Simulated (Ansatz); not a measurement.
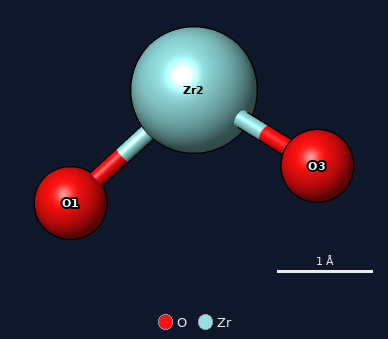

Figure 1. The input geometry (ball-and-stick view, seen at a tilt; atoms are numbered from 1 in the order of the input). Sticks mark near contacts. Bond lengths as drawn: O–Zr 1.77 Å.

## ZrO2: frequency calculation

The run: frequency calculation of ZrO2, SMILES [O]=[Zr]=[O]. Method and program: revPBE0/def2-mTZVP, RKS (Ansatz 0.2.0).

The geometry was optimised with revPBE0/def2-mTZVP. Figures and captions count atoms from 1; the log counts them from 0 in places.

Input file
```yaml
crystal:
  periodic: [false, false, false]
  atoms:
    - {symbol: O, position_ang: [0.670174, 1.256459, 0.343677]}
    - {symbol: Zr, position_ang: [0.372398, -0.491244, 0.350623]}
    - {symbol: O, position_ang: [-0.973230, -0.797365, -0.762361]}
basis:
  gaussian:
    orbitals: def2-mTZVP
phonons:
  temperatures: {t_min: 300, t_max: 1500, t_step: 300}
hamiltonian:
  xc: {name: revPBE0}
```

Hardware: 1 thread of Arm Neoverse V1, 24 GiB of memory available, shared host.

Run as:
```bash
ansatz run in.yaml --threads 1 --pin off --max-ram 2610MiB --events-out events.jsonl --progress --plain --runs-dir runs
```

Log
```
Functional definition: revPBE0
  name "revPBE0"
  parameter a = 0.25
  parameter kappa = 1.245
  parameter beta = 0.06672455060314922
  exchange = (1 - a)*pbe_x(kappa = kappa, mu = beta*pi^2/3) + a*exact_x
  correlation = pbe_c(beta = beta)
688 factors; their error is unknown
mean field evaluation 1: about -5353.6418 eV, gradient 1.1e2 eV
mean field evaluation 2: about -5004.3674 eV, gradient 3.3e2 eV
mean field evaluation 4: about -5374.5451 eV, gradient 1.1e1 eV
mean field evaluation 8: about -5374.8148 eV, gradient 6.5e-1 eV
mean field evaluation 16: about -5374.8466 eV, gradient 1.7e-4 eV
mean field -5374.84661730 eV, -197.5219699838 hartree, gradient 6.5e-5 eV, S^2 0.000000; 0 other end points of the search recorded, 0 dependent functions left out
the calculation of the forces begins
reference -5374.84667832 eV, -197.5219722263 hartree; 14, 14 occupied and 67, 67 virtual orbitals, 688 factors
these checks for a lower state are left out or cut short: stability, starts, cluster_reference, orbital_swaps, neighbouring_geometries, increment
688 factors; their error is unknown
mean field -5374.84660895 eV, -197.5219696770 hartree, gradient 8.0e-7 eV, S^2 0.000000; 0 other end points of the search recorded, 0 dependent functions left out
the calculation of the forces begins
reference -5374.84666997 eV, -197.5219719195 hartree; 14, 14 occupied and 67, 67 virtual orbitals, 688 factors
these checks for a lower state are left out or cut short: stability, starts, cluster_reference, orbital_swaps, neighbouring_geometries, increment
688 factors; their error is unknown
mean field evaluation 32: about -5374.8466 eV, gradient 1.1e-4 eV
mean field -5374.84660837 eV, -197.5219696559 hartree, gradient 8.0e-7 eV, S^2 0.000000; 0 other end points of the search recorded, 0 dependent functions left out
the calculation of the forces begins
reference -5374.84666940 eV, -197.5219718984 hartree; 14, 14 occupied and 67, 67 virtual orbitals, 688 factors
these checks for a lower state are left out or cut short: stability, starts, cluster_reference, orbital_swaps, neighbouring_geometries, increment
688 factors; their error is unknown
mean field -5374.84655412 eV, -197.5219676620 hartree, gradient 8.0e-7 eV, S^2 0.000000; 0 other end points of the search recorded, 0 dependent functions left out
the calculation of the forces begins
reference -5374.84661514 eV, -197.5219699044 hartree; 14, 14 occupied and 67, 67 virtual orbitals, 688 factors
these checks for a lower state are left out or cut short: stability, starts, cluster_reference, orbital_swaps, neighbouring_geometries, increment
688 factors; their error is unknown
mean field -5374.84655481 eV, -197.5219676873 hartree, gradient 7.9e-7 eV, S^2 0.000000; 0 other end points of the search recorded, 0 dependent functions left out
the calculation of the forces begins
reference -5374.84661583 eV, -197.5219699299 hartree; 14, 14 occupied and 67, 67 virtual orbitals, 688 factors
these checks for a lower state are left out or cut short: stability, starts, cluster_reference, orbital_swaps, neighbouring_geometries, increment
688 factors; their error is unknown
mean field -5374.84647932 eV, -197.5219649131 hartree, gradient 8.0e-7 eV, S^2 0.000000; 0 other end points of the search recorded, 0 dependent functions left out
the calculation of the forces begins
reference -5374.84654033 eV, -197.5219671555 hartree; 14, 14 occupied and 67, 67 virtual orbitals, 688 factors
these checks for a lower state are left out or cut short: stability, starts, cluster_reference, orbital_swaps, neighbouring_geometries, increment
688 factors; their error is unknown
mean field evaluation 64: about -5374.8465 eV, gradient 1.1e-4 eV
mean field -5374.84647891 eV, -197.5219648980 hartree, gradient 7.9e-7 eV, S^2 0.000000; 0 other end points of the search recorded, 0 dependent functions left out
the calculation of the forces begins
reference -5374.84653993 eV, -197.5219671406 hartree; 14, 14 occupied and 67, 67 virtual orbitals, 688 factors
these checks for a lower state are left out or cut short: stability, starts, cluster_reference, orbital_swaps, neighbouring_geometries, increment
688 factors; their error is unknown
mean field -5374.84654846 eV, -197.5219674539 hartree, gradient 7.9e-7 eV, S^2 0.000000; 0 other end points of the search recorded, 0 dependent functions left out
the calculation of the forces begins
reference -5374.84660948 eV, -197.5219696965 hartree; 14, 14 occupied and 67, 67 virtual orbitals, 688 factors
these checks for a lower state are left out or cut short: stability, starts, cluster_reference, orbital_swaps, neighbouring_geometries, increment
688 factors; their error is unknown
mean field -5374.84654722 eV, -197.5219674085 hartree, gradient 8.0e-7 eV, S^2 0.000000; 0 other end points of the search recorded, 0 dependent functions left out
the calculation of the forces begins
reference -5374.84660824 eV, -197.5219696510 hartree; 14, 14 occupied and 67, 67 virtual orbitals, 688 factors
these checks for a lower state are left out or cut short: stability, starts, cluster_reference, orbital_swaps, neighbouring_geometries, increment
688 factors; their error is unknown
mean field -5374.84649259 eV, -197.5219654007 hartree, gradient 7.9e-7 eV, S^2 0.000000; 0 other end points of the search recorded, 0 dependent functions left out
the calculation of the forces begins
reference -5374.84655361 eV, -197.5219676433 hartree; 14, 14 occupied and 67, 67 virtual orbitals, 688 factors
these checks for a lower state are left out or cut short: stability, starts, cluster_reference, orbital_swaps, neighbouring_geometries, increment
688 factors; their error is unknown
mean field evaluation 96: about -5374.8465 eV, gradient 1.1e-4 eV
mean field -5374.84649354 eV, -197.5219654358 hartree, gradient 8.0e-7 eV, S^2 0.000000; 0 other end points of the search recorded, 0 dependent functions left out
the calculation of the forces begins
reference -5374.84655456 eV, -197.5219676782 hartree; 14, 14 occupied and 67, 67 virtual orbitals, 688 factors
these checks for a lower state are left out or cut short: stability, starts, cluster_reference, orbital_swaps, neighbouring_geometries, increment
688 factors; their error is unknown
mean field -5374.84661200 eV, -197.5219697892 hartree, gradient 8.0e-7 eV, S^2 0.000000; 0 other end points of the search recorded, 0 dependent functions left out
the calculation of the forces begins
reference -5374.84667303 eV, -197.5219720318 hartree; 14, 14 occupied and 67, 67 virtual orbitals, 688 factors
these checks for a lower state are left out or cut short: stability, starts, cluster_reference, orbital_swaps, neighbouring_geometries, increment
688 factors; their error is unknown
mean field -5374.84661252 eV, -197.5219698080 hartree, gradient 8.0e-7 eV, S^2 0.000000; 0 other end points of the search recorded, 0 dependent functions left out
the calculation of the forces begins
reference -5374.84667354 eV, -197.5219720505 hartree; 14, 14 occupied and 67, 67 virtual orbitals, 688 factors
Total energy: -5374.84667832 eV, -197.5219722263 hartree
Atom 0 at     0.670174     1.256459     0.343677 Å, force     0.000069    -0.000261     0.000099 eV/Å
Atom 1 at     0.372398    -0.491244     0.350623 Å, force    -0.000061     0.000411    -0.000114 eV/Å
Atom 2 at    -0.973230    -0.797365    -0.762361 Å, force    -0.000009    -0.000150     0.000015 eV/Å
Dipole moment:     0.812876    -1.118323     0.868792 e Å
Vibrations: 308.57 867.27 936.98 cm⁻¹, zero-point energy 0.130978 eV
```

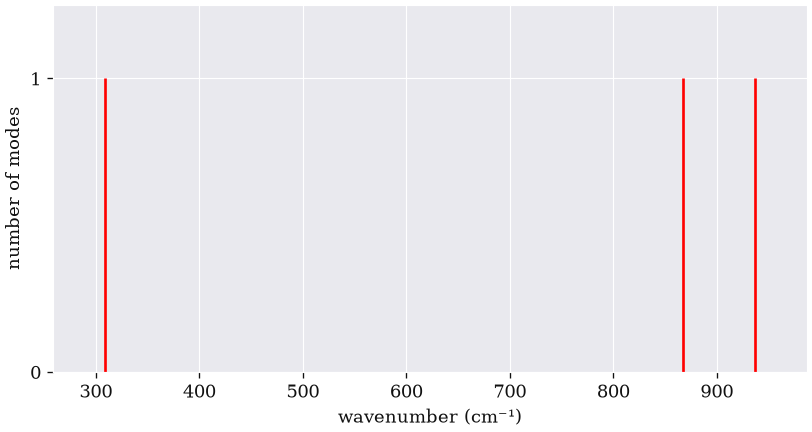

Figure 2. Harmonic vibrational wavenumbers from the force constants; neighbouring modes closer than 3 cm⁻¹ are counted in one stick. 3 modes from 309 to 937 cm⁻¹, none imaginary.

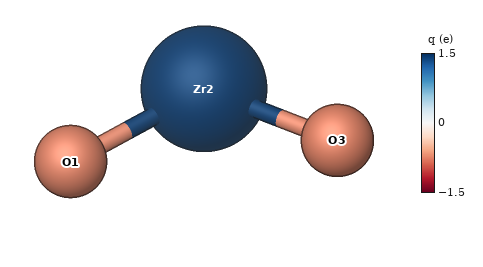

Figure 3. Mulliken charges, as the colour of each atom (ball-and-stick view, seen at an oblique angle; atoms are numbered from 1 in the order of the input). By element: O −0.73 and Zr +1.45 e.

Summary

```json
{"quantity": "outcome", "value": "converged"}
{"quantity": "total energy", "value": "−197.521972 hartree"}
{"quantity": "basis functions", "value": "81"}
{"quantity": "largest force", "value": "0.000 eV/Å"}
{"quantity": "zero-point energy", "value": "0.004813 hartree"}
{"quantity": "dipole moment", "value": "7.84 D"}
{"quantity": "wavenumbers, lowest and highest", "value": "309 and 937 cm⁻¹"}
{"quantity": "wall time", "value": "21 s"}
{"quantity": "peak memory", "value": "0.14 GiB"}
```
